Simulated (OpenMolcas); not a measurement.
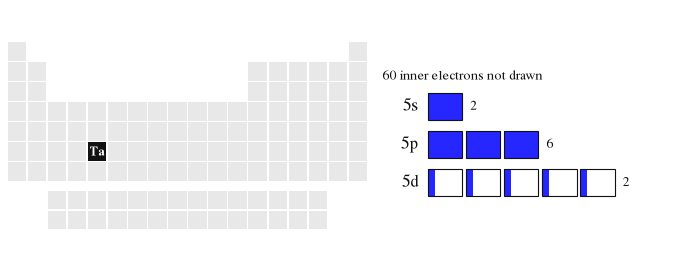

Figure 1. Left, the place of tantalum in the periodic table; right, the outer shells of the leading configuration of the lowest level: a box for each of the 2l + 1 orbitals, shaded by the share of the shell that is filled, with the electron count at the right.

Multiconfigurational calculation for Ta³⁺ complex

System: Ta³⁺ with 6 ligands (NH3; octahedron, 2.27 Å), with no charges around it.
Method: state-averaged CASSCF, active space 2 electrons in the shell 5d, basis ANO-RCC-VTZP on the metal and ANO-RCC-VDZP on the ligands, DKH2 scalar Hamiltonian, spin-orbit coupling by RASSI with atomic mean-field integrals (OpenMolcas).

### The input
```
&GATEWAY
Coord
25

Ta 0.0 0.0 0.0
N 2.270000 0.000000 0.000000
H 2.652099 0.945728 0.000000
H 2.652099 -0.472864 0.819024
H 2.652099 -0.472864 -0.819024
N 0.000000 2.270000 0.000000
H 0.000000 2.652099 0.945728
H 0.819024 2.652099 -0.472864
H -0.819024 2.652099 -0.472864
N -2.270000 0.000000 0.000000
H -2.652099 -0.945728 0.000000
H -2.652099 0.472864 -0.819024
H -2.652099 0.472864 0.819024
N 0.000000 -2.270000 0.000000
H 0.000000 -2.652099 -0.945728
H -0.819024 -2.652099 0.472864
H 0.819024 -2.652099 0.472864
N 0.000000 0.000000 2.270000
H 0.945728 0.000000 2.652099
H -0.472864 0.819024 2.652099
H -0.472864 -0.819024 2.652099
N 0.000000 0.000000 -2.270000
H -0.945728 0.000000 -2.652099
H 0.472864 -0.819024 -2.652099
H 0.472864 0.819024 -2.652099
Basis=Ta.ANO-RCC-VTZP,H.ANO-RCC-VDZP,N.ANO-RCC-VDZP
Group=XYZ
NoMove
AngMom=0.0 0.0 0.0
AMFI
RICD
&SEWARD
&RASSCF
FileOrb=start.orb
Symmetry=1
Spin=3
nActEl=2 0 0
Inactive=30 34
Ras2=5 0
CIRoot=10 10 1
SDav=10
CIMx=300
Iter=150 100
PrWF=0.3
OrbListing=Nothing
MaxOrb=0
LevShft=1.0
>>> COPY $Project.JobIph JOB001
&RASSCF
FileOrb=start.orb
Symmetry=1
Spin=1
nActEl=2 0 0
Inactive=30 34
Ras2=5 0
CIRoot=15 15 1
SDav=15
CIMx=300
Iter=150 100
PrWF=0.3
OrbListing=Nothing
MaxOrb=0
LevShft=1.0
>>> COPY $Project.JobIph JOB002
&RASSI
NrOfJobIphs=2 10 15
1 2 3 4 5 6 7 8 9 10
1 2 3 4 5 6 7 8 9 10 11 12 13 14 15
IphNames
JOB001
JOB002
EJob
SpinOrbit
DIPRint=1.0
SOCoupling=1000.0
Subsets=2
Property=9
'ANGMOM' 1 'ANGMOM' 2 'ANGMOM' 3 'MLTPL  1' 1 'MLTPL  1' 2 'MLTPL  1' 3
'AMFI' 1 'AMFI' 2 'AMFI' 3
SOProperty=3
'ANGMOM' 1 'ANGMOM' 2 'ANGMOM' 3
```

The file start.orb holds starting orbitals from an earlier step. A driver script formed the levels outside the program, from RASSI's spin-orbit matrix and the active-space energies, averaged over the components of each term or state.

Hardware: 1 thread of Arm Neoverse V1, 24 GiB of memory available, shared host.

Command:
```bash
OMP_NUM_THREADS=1 MOLCAS_MEM=2457 MOLCAS_PROJECT=a pymolcas a.inp > a.log  # once for each step of the input, in one work folder
```

### Output (extracts)
```
--- SEWARD ---
Basis set label: TA.ANO-RCC...8S7P5D3F2G1H.

      Electronic valence basis set:
      ------------------
      Associated Effective Charge  73.000000 au
      Associated Actual Charge     73.000000 au
      Nuclear Model: Point charge

      Shell  nPrim  nBasis  Cartesian Spherical Contaminant
         s      24       8        X
         p      21       7        X
         d      15       5                 X
         f      11       3                 X
         g       4       2                 X
         h       2       1                 X
                  Relativistic Douglas-Kroll-Hess integrals:
                    - DKH order of Hamiltonian: 2
                    - DKH order of Properties : 0
                  Atomic mean-field integrals
--- RASSCF ---
Wave function specifications:
      -----------------------------

      Number of closed shell electrons         128
      Number of electrons in active shells       2
      Max number of holes in RAS1 space          0
      Max nr of electrons in RAS3 space          0
      Number of inactive orbitals               64
      Number of active orbitals                  5
      Number of secondary orbitals             209
      Spin quantum number                      1.0
      State symmetry                             1
Orbital specifications:
      -----------------------

      Symmetry species                           1   2
                                                ag  au
      Frozen orbitals                            0   0
      Inactive orbitals                         30  34
      Active orbitals                            5   0
      RAS1 orbitals                              0   0
      RAS2 orbitals                              5   0
      RAS3 orbitals                              0   0
      Secondary orbitals                       103 106
      Deleted orbitals                           0   0
      Number of basis functions                138 140
      Number of CSFs                            10
      Number of root(s) required                10
      Iter CI   SX   CI       RASSCF       Energy    max ROT     max BLB   max BLB  Level Ln srch  Step   QN
          iter iter root      energy       change     param      element    value   shift minimum  type update
 Nr of preliminary CI iterations:   1
      Total energies have been shifted. Add               -15000.00 au
        1   1   17    0  -926.32303030    0.00E+00   9.55E-02   28  76 1  2.24E-01*  0.75   0.00    SX    NO
        2   1   16    0  -926.50908149   -1.86E-01*  5.27E-02   29  33 1  1.30E-01*  0.82   0.00    SX    NO
        3   1   16    0  -926.54643969   -3.74E-02*  3.01E-02   29  33 1  7.55E-02*  0.83   0.00    SX    NO
        4   1   15    0  -926.55719117   -1.08E-02*  1.64E-02   29  33 1  4.17E-02*  0.84   0.00    SX    NO
        5   1   15    0  -926.56088002   -3.69E-03* -2.09E-02   11  36 2  2.85E-02*  0.84   1.16    QN   YES
        6   1   14    0  -926.56325427   -2.37E-03*  5.53E-03   11  36 2  7.89E-03*  0.84   1.27    QN   YES
        7   1   12    0  -926.56343239   -1.78E-04* -1.81E-03   28  76 1 -1.40E-03*  0.84   1.18    QN   YES
        8   1   12    0  -926.56345013   -1.77E-05* -9.20E-04   28  76 1 -4.58E-04*  0.84   1.51    LS   YES
        9   1   11    0  -926.56345229   -2.16E-06* -4.97E-04   11  36 2 -7.84E-04*  0.84   0.97    QN   YES
       10   1   11    0  -926.56345486   -2.58E-06* -3.65E-04   28  60 1 -2.40E-04*  0.84   1.74    LS   YES
       11   1   10    0  -926.56345543   -5.63E-07*  3.17E-04   11  46 2 -2.35E-04*  0.84   1.00    QN   YES
       12   1   10    0  -926.56345592   -4.94E-07*  4.41E-04   11  46 2 -1.13E-04*  0.84   2.39    LS   YES
       13   1    9    0  -926.56345618   -2.53E-07* -9.80E-05   28  91 1  7.02E-05   0.84   1.00    QN   YES
       14   1    9    0  -926.56345625   -7.17E-08* -1.04E-04   11  46 2  3.02E-05   0.84   2.06    LS   YES
       15   1    7    0  -926.56345627   -2.65E-08*  2.88E-05   28  91 1 -2.59E-05   0.84   1.03    QN   YES
       16   1    7    0  -926.56345628   -6.36E-09  -2.89E-05   28  91 1 -1.56E-05   0.84   1.90    QN   YES
      Convergence after 16 iterations
       17   1    7    0  -926.56345628   -2.61E-09  -2.89E-05   28  45 1 -3.94E-06   0.84   1.90    QN   YES
      Natural orbitals and occupation numbers for root  1
      sym 1:   0.998110  -0.000000   0.001890   0.998110   0.001890
      Natural orbitals and occupation numbers for root  2
      sym 1:   0.998110  -0.000000   0.998110   0.001890   0.001890
      Natural orbitals and occupation numbers for root  3
      sym 1:  -0.000000   0.999986   0.000014   0.999986   0.000014
::    RASSCF root number  1 Total energy: -15926.69800822
::    RASSCF root number  2 Total energy: -15926.69800822
::    RASSCF root number  3 Total energy: -15926.69594944
::    RASSCF root number  4 Total energy: -15926.54412464
::    RASSCF root number  5 Total energy: -15926.54412464
::    RASSCF root number  6 Total energy: -15926.54315108
::    RASSCF root number  7 Total energy: -15926.50957194
::    RASSCF root number  8 Total energy: -15926.50957194
::    RASSCF root number  9 Total energy: -15926.50867956
::    RASSCF root number 10 Total energy: -15926.38337315
--- RASSCF ---
Wave function specifications:
      -----------------------------

      Number of closed shell electrons         128
      Number of electrons in active shells       2
      Max number of holes in RAS1 space          0
      Max nr of electrons in RAS3 space          0
      Number of inactive orbitals               64
      Number of active orbitals                  5
      Number of secondary orbitals             209
      Spin quantum number                      0.0
      State symmetry                             1
Orbital specifications:
      -----------------------

      Symmetry species                           1   2
                                                ag  au
      Frozen orbitals                            0   0
      Inactive orbitals                         30  34
      Active orbitals                            5   0
      RAS1 orbitals                              0   0
      RAS2 orbitals                              5   0
      RAS3 orbitals                              0   0
      Secondary orbitals                       103 106
      Deleted orbitals                           0   0
      Number of basis functions                138 140
      Number of CSFs                            15
      Number of root(s) required                15
      Iter CI   SX   CI       RASSCF       Energy    max ROT     max BLB   max BLB  Level Ln srch  Step   QN
          iter iter root      energy       change     param      element    value   shift minimum  type update
 Nr of preliminary CI iterations:   1
      Total energies have been shifted. Add               -15000.00 au
        1   1   13    0  -926.52114386    0.00E+00  -7.86E-03   30  35 1  3.87E-03*  0.84   0.00    SX    NO
        2   1   13    0  -926.52157282   -4.29E-04*  4.29E-03   30  35 1  3.47E-03*  0.83   0.00    SX    NO
        3   1   13    0  -926.52172629   -1.53E-04*  2.59E-03   30  35 1  2.44E-03*  0.83   0.00    SX    NO
        4   1   12    0  -926.52179200   -6.57E-05*  1.52E-03   30  35 1  1.74E-03*  0.83   0.00    SX    NO
        5   1   12    0  -926.52182301   -3.10E-05*  2.24E-03   30  35 1  1.14E-03*  0.83   2.50    LS   YES
        6   1   11    0  -926.52184700   -2.40E-05*  1.99E-03   16  36 2 -2.03E-03*  0.83   1.43    QN   YES
        7   1   11    0  -926.52185499   -7.99E-06* -5.94E-04   16  36 2  1.78E-03*  0.83   0.78    QN   YES
        8   1   10    0  -926.52185901   -4.02E-06* -8.67E-04   30  35 1 -2.36E-04*  0.83   1.58    QN   YES
        9   1   10    0  -926.52186130   -2.29E-06* -4.52E-04   16  36 2 -4.68E-04*  0.83   1.52    LS   YES
       10   1   10    0  -926.52186161   -3.07E-07* -2.40E-04   16  36 2 -7.58E-04*  0.83   1.00    QN   YES
       11   1    9    0  -926.52186201   -4.03E-07* -1.41E-04   16  36 2 -2.43E-04*  0.83   1.59    LS   YES
       12   1    8    0  -926.52186208   -6.33E-08*  2.91E-05   16  36 2  6.02E-05   0.83   0.99    QN   YES
       13   1    8    0  -926.52186210   -2.44E-08*  3.53E-05   16  36 2  3.48E-05   0.83   2.21    LS   YES
       14   1    7    0  -926.52186211   -1.23E-08*  2.28E-05   28  60 1 -1.06E-05   0.83   1.16    QN   YES
       15   1    6    0  -926.52186212   -3.00E-09   2.77E-05   30  35 1  7.17E-06   0.83   2.50    QN   YES
      Convergence after 15 iterations
       16   1    6    0  -926.52186212   -2.21E-09   2.77E-05   28  60 1  3.69E-06   0.83   2.50    QN   YES
      Natural orbitals and occupation numbers for root  1
      sym 1:   1.401476   0.299262   0.000000   0.299262   0.000000
      Natural orbitals and occupation numbers for root  2
      sym 1:   0.945327   1.050191   0.000790   0.003042   0.000648
      Natural orbitals and occupation numbers for root  3
      sym 1:   0.937736   0.004101   0.000491   1.056972   0.000700
::    RASSCF root number  1 Total energy: -15926.65803507
::    RASSCF root number  2 Total energy: -15926.65751260
::    RASSCF root number  3 Total energy: -15926.65751260
::    RASSCF root number  4 Total energy: -15926.65510552
::    RASSCF root number  5 Total energy: -15926.65510552
::    RASSCF root number  6 Total energy: -15926.60246775
::    RASSCF root number  7 Total energy: -15926.50104539
::    RASSCF root number  8 Total energy: -15926.50104539
::    RASSCF root number  9 Total energy: -15926.49969464
::    RASSCF root number 10 Total energy: -15926.49143366
::    RASSCF root number 11 Total energy: -15926.49143366
::    RASSCF root number 12 Total energy: -15926.49033160
::    RASSCF root number 13 Total energy: -15926.33836293
::    RASSCF root number 14 Total energy: -15926.33836293
::    RASSCF root number 15 Total energy: -15926.29048252
--- RASSI ---
SPIN-FREE ENERGIES:
  (Shifted by EMIN (a.u.) =     -15926.6980082243)

 SF State       Relative EMIN(au)   Rel lowest level(eV)    D:o, cm**(-1)

     1             0.0000000000        0.0000000000              0.0000
     2             0.0000000000        0.0000000000              0.0000
     3             0.0020587813        0.0560222931            451.8503
    11             0.0399731504        1.0877248340           8773.0924
    12             0.0404956275        1.1019421621           8887.7629
    13             0.0404956275        1.1019421621           8887.7629
    14             0.0429027050        1.1674420779           9416.0554
    15             0.0429027050        1.1674420779           9416.0554
    16             0.0955404725        2.5997886988          20968.7100
     4             0.1538835865        4.1873857083          33773.5434
     5             0.1538835865        4.1873857083          33773.5434
     6             0.1548571453        4.2138775942          33987.2149
     7             0.1884362881        5.1276126178          41356.9849
     8             0.1884362881        5.1276126178          41356.9849
     9             0.1893286687        5.1518955313          41552.8398
    17             0.1969628353        5.3596317864          43228.3457
    18             0.1969628353        5.3596317864          43228.3457
    19             0.1983135814        5.3963874605          43524.8002
    20             0.2065745653        5.6211802854          45337.8766
    21             0.2065745653        5.6211802854          45337.8766
    22             0.2076766280        5.6511689400          45579.7514
    10             0.3146350741        8.5616565290          69054.4169
    23             0.3596452962        9.7864470674          78933.0188
    24             0.3596452962        9.7864470674          78933.0188
    25             0.4075256998       11.0893392212          89441.5527
     Dipole printing threshold changed to   1.00000000E+00
Eigenvalues of complex Hamiltonian:
   -----------------------------------
  (Shifted by EMIN (a.u.) =     -15926.6980082243)

 SO State       Relative EMIN(au)   Rel lowest level(eV)    D:o, cm**(-1)

     1            -0.0077432148        0.0000000011              0.0000
     2            -0.0077432148        0.0000000000              0.0000
     3            -0.0068282251        0.0248981383            200.8170
     4            -0.0068282251        0.0248981395            200.8170
     5            -0.0061486075        0.0433914762            349.9759
     6             0.0044375319        0.3314550039           2673.3649
     7             0.0055063163        0.3605381099           2907.9360
     8             0.0055063163        0.3605381099           2907.9360
     9             0.0091841734        0.4606176982           3715.1323
    10             0.0393847970        1.2824185322          10343.4030
    11             0.0403438499        1.3085156924          10553.8908
    12             0.0403438500        1.3085156935          10553.8908
    13             0.0424525217        1.3658955738          11016.6908
    14             0.0424525217        1.3658955727          11016.6908
    15             0.0955065981        2.8095705386          22660.7146
    16             0.1497454312        4.2854843761          34564.7625
    17             0.1518693057        4.3432779447          35030.8991
    18             0.1521796795        4.3517236456          35099.0183
    19             0.1521796794        4.3517236450          35099.0183
    20             0.1556713201        4.4467360280          35865.3448
    21             0.1556713201        4.4467360277          35865.3448
    22             0.1564432982        4.4677426209          36034.7744
    23             0.1564881546        4.4689632258          36044.6193
    24             0.1564881546        4.4689632256          36044.6193
    25             0.1832012081        5.1958624422          41907.4568
    26             0.1853211358        5.2535486142          42372.7272
    27             0.1858483698        5.2678953824          42488.4417
    28             0.1858483698        5.2678953827          42488.4417
    29             0.1879417197        5.3248583355          42947.8789
    30             0.1879417199        5.3248583396          42947.8789
    31             0.1886280577        5.3435345440          43098.5126
    32             0.1931918748        5.4677223332          44100.1547
    33             0.1931918750        5.4677223394          44100.1548
    34             0.2014525870        5.6925077650          45913.1715
    35             0.2014525870        5.6925077629          45913.1715
    36             0.2024156821        5.7187149160          46124.5464
    37             0.2079010398        5.8679791027          47328.4433
    38             0.2079010398        5.8679791029          47328.4433
    39             0.2089062566        5.8953324475          47549.0629
    40             0.3165947459        8.8256855228          71183.9544
    41             0.3165947459        8.8256855227          71183.9544
Weights of the five most important spin-orbit-free states for each spin-orbit state.

 SO State  Total energy (au)           Spin-free states, spin, and weights
 -------------------------------------------------------------------------------------------------------
    1        -0.007743       2 1.0  0.4936    1 1.0  0.4235    3 1.0  0.0513   14 0.0  0.0118    4 1.0  0.0060
    2        -0.007743       1 1.0  0.4936    2 1.0  0.4235    3 1.0  0.0513   15 0.0  0.0118    5 1.0  0.0060
    3        -0.006828       2 1.0  0.5539    3 1.0  0.3517    1 1.0  0.0636   12 0.0  0.0130   13 0.0  0.0069
    4        -0.006828       1 1.0  0.5539    3 1.0  0.3517    2 1.0  0.0636   13 0.0  0.0130   12 0.0  0.0069
    5        -0.006149       3 1.0  0.5880    2 1.0  0.1911    1 1.0  0.1911   11 0.0  0.0220   19 0.0  0.0029
    6         0.004438       1 1.0  0.4976    2 1.0  0.4976    6 1.0  0.0021   22 0.0  0.0011    4 1.0  0.0006
    7         0.005506       3 1.0  0.5768    2 1.0  0.2942    1 1.0  0.1239    4 1.0  0.0013    5 1.0  0.0011
    8         0.005506       3 1.0  0.5768    1 1.0  0.2942    2 1.0  0.1239    5 1.0  0.0013    4 1.0  0.0011
    9         0.009184       3 1.0  0.3854    2 1.0  0.2962    1 1.0  0.2962   16 0.0  0.0188    8 1.0  0.0012
   10         0.039385      11 0.0  0.9650    3 1.0  0.0143    2 1.0  0.0046    1 1.0  0.0046    5 1.0  0.0044
   11         0.040344      13 0.0  0.5496   12 0.0  0.3927   15 0.0  0.0142    3 1.0  0.0131    2 1.0  0.0110
   12         0.040344      12 0.0  0.5496   13 0.0  0.3927   14 0.0  0.0142    3 1.0  0.0131    1 1.0  0.0110
```

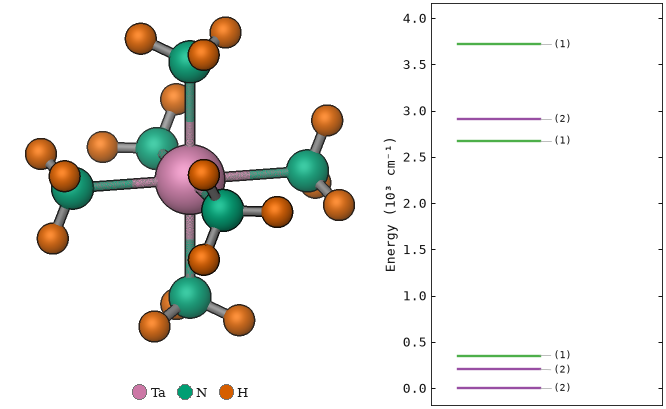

Figure 2. Ta³⁺ (5d²) with 6 ligands, NH₃, at 2.27 Å (arrangement: octahedron, Ci), and its levels. Labels give the representation in O, Td, D4 or D3 as the site allows (double group for half-integer spin) where it could be assigned and, in brackets, the degeneracy; spin-free states, where drawn, share the zero of the spin-orbit levels. The ground level is doubly degenerate, 98 % from states of spin multiplicity 3. Its principal g values are 0.00, 0.00 and 1.31, easy-axis. The next level lies at 201 cm⁻¹. The active orbitals hold 76 to 90 % metal character (Löwdin), and the Mulliken charge of the metal is +2.01.

### Key numbers

```tsv
quantity	value
outcome	converged
energy of the lowest spin-free term	−15926.69801 hartree
energy of the lowest spin-orbit level	−15926.70575 hartree
largest spread among components of a term	0.0 cm⁻¹
wall time	3.2 min
peak memory	0.65 GiB
```

### Notes

Without dynamic correlation the splittings between terms come out too large, often by 20 to 50 %. To bear in mind: orbital doublet at a regular site, Jahn-Teller distortion not allowed for; covalent bonds, ligand orbitals missing from the active space; distances are set from ionic radii, not optimised.
